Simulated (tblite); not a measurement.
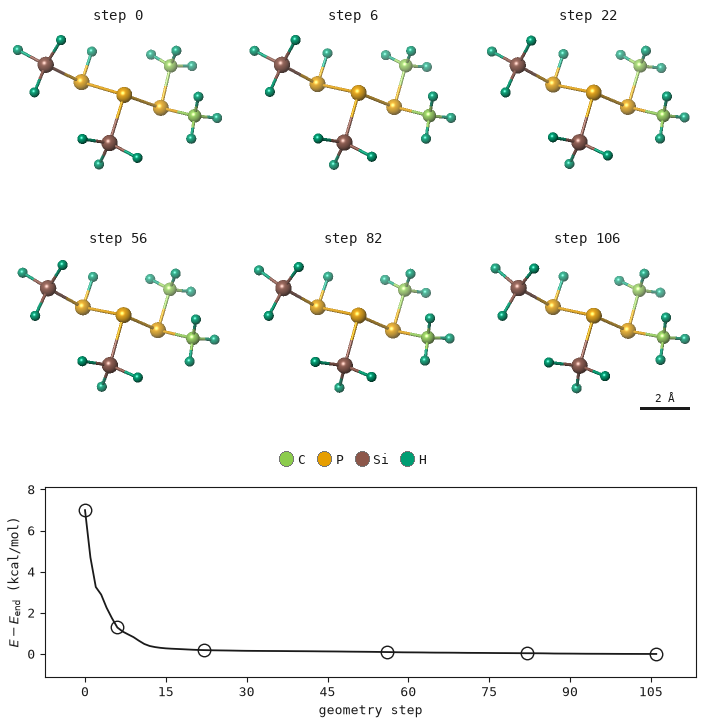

Frames of a relaxation of C2H13P3Si2, marked on the history of the run. A ball-and-stick model, seen at a tilt.

Level of theory: GFN2-xTB geometry optimisation, gas phase in tblite 0.8.0. 

Question: What happens along the run?

Answer: The energy falls by 6.99 kcal/mol in 106 geometry steps. The largest moves after the best rigid fit, 0.37 Å, are those of H atoms. Largest moves by element: H 0.37 Å, Si 0.15 Å, P 0.14 Å, C 0.11 Å. Some distances before and after: P–P 2.283 → 2.167 Å, P–P 2.287 → 2.193 Å, P–Si 2.216 → 2.249 Å, C–P 1.824 → 1.854 Å. Among the angles between lasting bonds that change: P–P–Si 102.3° → 96.5°, P–P–H 99.3° → 94.0°, P–Si–H 109.2° → 104.9°. From step 0 to 6: an H atom moves most (0.12 Å), energy −5.71 kcal/mol. From step 6 to 22: an H atom moves most (0.13 Å), energy −1.10 kcal/mol. From step 22 to 56: an H atom moves most (0.11 Å), energy −0.10 kcal/mol. From step 56 to 82: an H atom moves most (0.13 Å), energy −0.06 kcal/mol. From step 82 to 106: an H atom moves most (0.12 Å), energy −0.04 kcal/mol.
